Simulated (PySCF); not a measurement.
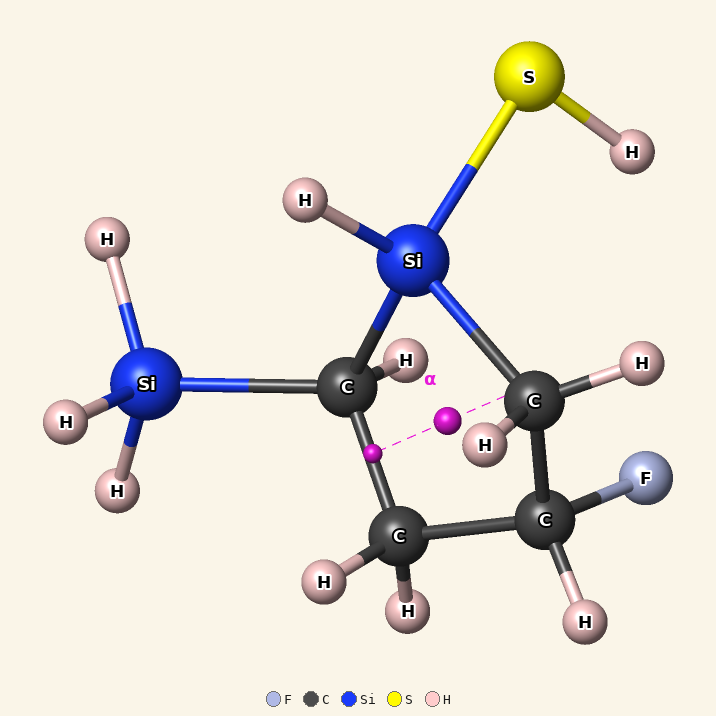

The small points mark where nucleus-independent chemical shifts (NICS) were computed: at the centre of each lettered ring and 1 Å above and below it. Computed geometry: GFN2-xTB optimisation. No frequency run is at hand to confirm it as a minimum. Properties computed with GIAO PBE0/pcSseg-1 NMR shielding, non-relativistic, gas phase (PySCF 2.14.0).

Give NICS(0), NICS(1) and the out-of-plane component NICS(1)zz for each ring (means of the two sides).

```tsv
ring	members	NICS(0)	NICS(1)	NICS(1)zz
α	C4Si	−4.0	−3.8	−2.8
```

Values in ppm.

Question. What do the values say about the ring currents?

Answer. Ring α: weak, as in a non-aromatic ring. NICS is one index among several.

The geometry is semi-empirical. Around Si such bond lengths and angles can be off by a tenth of an ångström or more and by several degrees, and values that hang on the shape move with them.
